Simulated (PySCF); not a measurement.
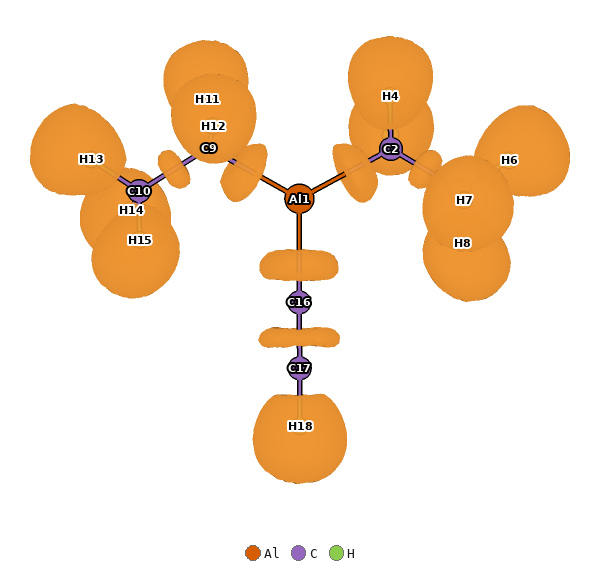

C$_{6}$H$_{11}$Al (AlEt2(CCH)). Isosurface of the ELF at 0.85 (orange), seen across its widest extent. Only the valence region is drawn (cores and ρ < 0.01 e/Å³ removed).

Geometry: PBE0-D3(BJ)/def2-SVP.

Method: PBE0/pcSseg-1 Al:pcSseg-2, SCF density, gas phase, non-relativistic (PySCF 2.14.0).

Input

```
{"job": {"kind": "nmr", "xc": "PBE0", "basis": {"default": "pcSseg-1", "Al": "pcSseg-2"}}, "charge": 0, "multiplicity": 1}
Al     0.039736     0.053817    -0.033211
C      1.969868     0.025967     0.317835
C      2.497571    -1.121638     1.178972
H      2.270651     1.004069     0.736379
H      2.454127    -0.001160    -0.679407
H      3.597570    -1.115166     1.259516
H      2.101969    -1.076839     2.206590
H      2.205614    -2.102840     0.772866
C     -0.955760     1.697118    -0.427394
C     -2.338974     1.540113    -1.058498
H     -0.312582     2.348315    -1.048816
H     -1.036686     2.244374     0.533108
H     -2.856519     2.506144    -1.181805
H     -2.281732     1.076486    -2.056445
H     -2.993318     0.893370    -0.452621
C     -0.908508    -1.622309    -0.002014
C     -1.495209    -2.695034     0.003601
H     -2.014138    -3.637876     0.009062
```

Command:

```sh
OMP_NUM_THREADS=1 python probes_run.py task.json out
```

Q: Where are the electrons localised?

A: At this value the surface marks out two regions between bonded Al–C atoms (shared pairs), three regions between bonded C–C atoms (shared pairs), eleven regions around hydrogen nuclei and one lobe of the valence shell of C pointing towards Al (polar bonds). Along the contacts the grid gives the following. C–C (1.22 Å): the ELF peaks at about 0.85 between the atoms; a short, multiple covalent bond. C–Al (1.93 Å): the ELF peaks at about 0.95 between the atoms; a polar covalent bond.
